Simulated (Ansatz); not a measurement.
# H8N2Si2: what the fields show

Input file:

```
crystal:
  periodic: [false, false, false]
  atoms:
    - {symbol: Si, position_ang: [-0.314485, 0.335966, -0.574122]}
    - {symbol: N, position_ang: [0.911950, 1.343060, 0.417523]}
    - {symbol: N, position_ang: [0.925437, 0.202294, -1.655314]}
    - {symbol: H, position_ang: [1.488324, 1.028756, -0.572263]}
    - {symbol: H, position_ang: [-1.476537, 1.266071, -0.766868]}
    - {symbol: Si, position_ang: [-1.033874, -1.475821, 0.746958]}
    - {symbol: H, position_ang: [0.737517, 2.333542, 0.538599]}
    - {symbol: H, position_ang: [1.293631, 0.949687, 1.269011]}
    - {symbol: H, position_ang: [1.022669, -0.295041, -2.522634]}
    - {symbol: H, position_ang: [-2.021221, -1.076734, 1.791923]}
    - {symbol: H, position_ang: [0.135341, -2.095229, 1.435286]}
    - {symbol: H, position_ang: [-1.668850, -2.516353, -0.108199]}
basis:
  gaussian: {orbitals: def2-TZVPP}
hamiltonian: {xc: pbe0, dispersion: d4}
output: {orbitals: {seedname: orbitals}}
```

Command:

```sh
ansatz run in.yaml --threads 4 --pin off --events-out ev --progress --plain --max-ram 9574MiB
```

A transition-state structure; geometry: PBE0-D4/def2-TZVP.

Computed with Ansatz 0.2.0, RKS PBE0-D4/def2-TZVPP.

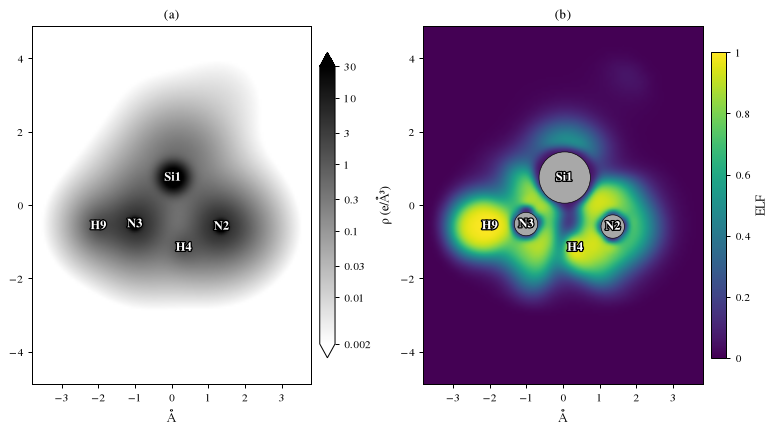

Figure 1. (a) electron density; (b) ELF on the plane of atoms Si1, N2 and H4. Grey discs cover the atomic cores in the ELF map.

Question: What does the map show?

Answer:
- The section cuts through Si, N and H sites.
- Si–N (1.65 Å): ρ at the midpoint is about 1.2 e/Å³; the ELF peaks at about 0.85 between the atoms; a short, strongly polar bond.
- N–H (1.00 Å): ρ is about 2.9 e/Å³ halfway; the ELF climbs to about 1 towards the hydrogen, as it does in any bond to H; a covalent bond by its length.
- Si–N (1.87 Å): ρ at the midpoint is about 0.82 e/Å³; the ELF peaks at about 0.90 between the atoms (a polar covalent bond).

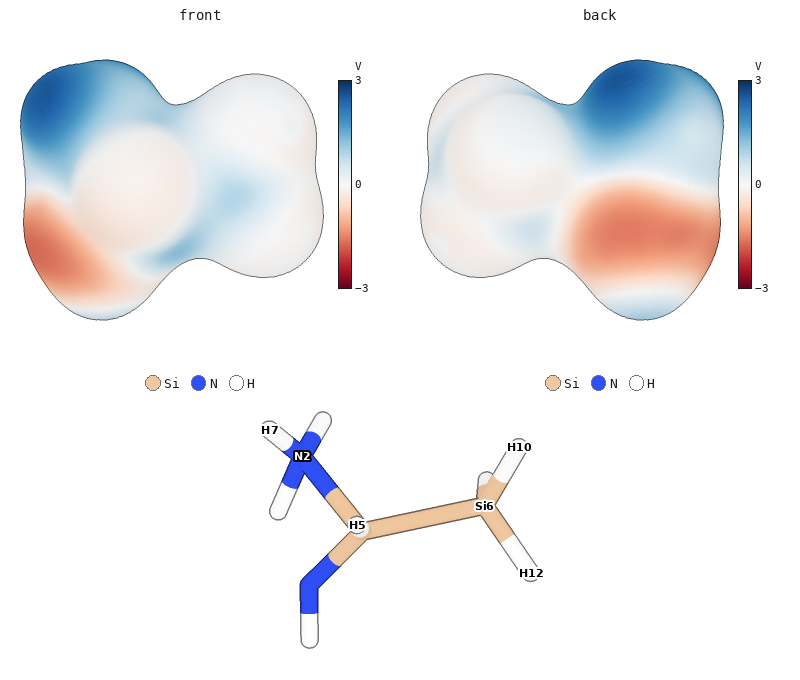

Figure 2. The molecular electrostatic potential painted on the density surface at 0.002 e/bohr³, seen from the front and from behind; the colour scale runs from red (negative) to blue (positive). The bare structure is drawn below in the same view.

Question: Where is the surface potential most negative and most positive?

Answer: The most negative region (about −1.6 V) lies over N3, the most positive (about +2.5 V) over H7 and H8. N3 is the likeliest acceptor of a hydrogen bond.

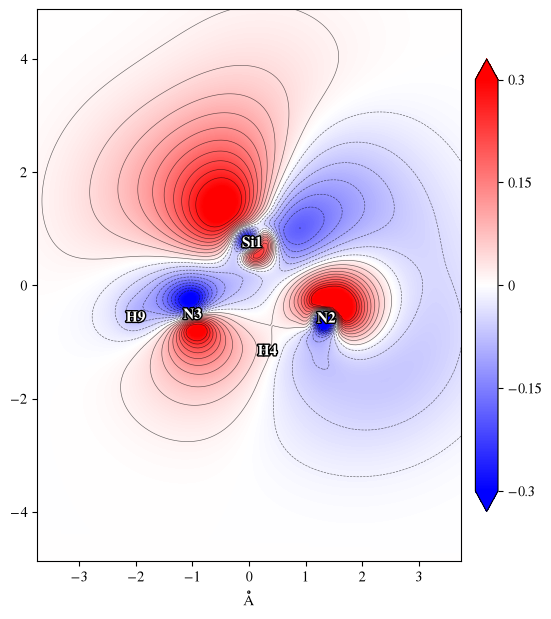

Figure 3. The LUMO on the plane of atoms Si1, N3 and H9 (values in Å⁻³ᐟ²; the overall sign is arbitrary).

Question: What is the character of this orbital?

Answer: Its weight (Hirshfeld) is mainly on Si1 (about 35 %), Si6 (about 20 %), N2 (about 10 %), H8 (about 5 %) and H7 (about 5 %). Its energy is −0.36 eV.
